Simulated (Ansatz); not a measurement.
Base system: SiO2 in the rutile structure (space group P4_2/mnm, No. 136; a = 4.185 Å, c = 2.668 Å). Axes: x, y, z lie along a, b, c of the conventional cell.

Structures relaxed with Kohn–Sham DFT with the r2SCAN functional, run in Ansatz (an electronic-structure program) with PAW and 500 eV plane waves, no spin-orbit coupling, earlier PAW set.

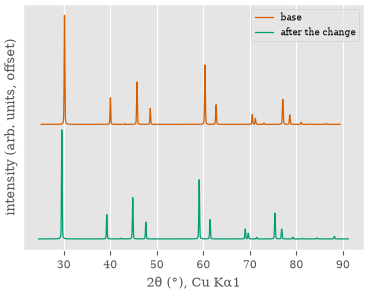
*Simulated powder patterns before (top) and after one change*

Question: What was done to the base?
A. isotropic strain −0.91 %
B. isotropic strain +1.90 %
C. biaxial strain +4.78 %, plane normal [001], relaxed out of plane
D. isotropic strain +0.92 %

Answer: B, isotropic strain +1.90 %. Its volume per atom is 8.24 Å³ against 7.79 Å³, and its space group is P4_2/mnm (No. 136).

Stability against distortions was not tested.
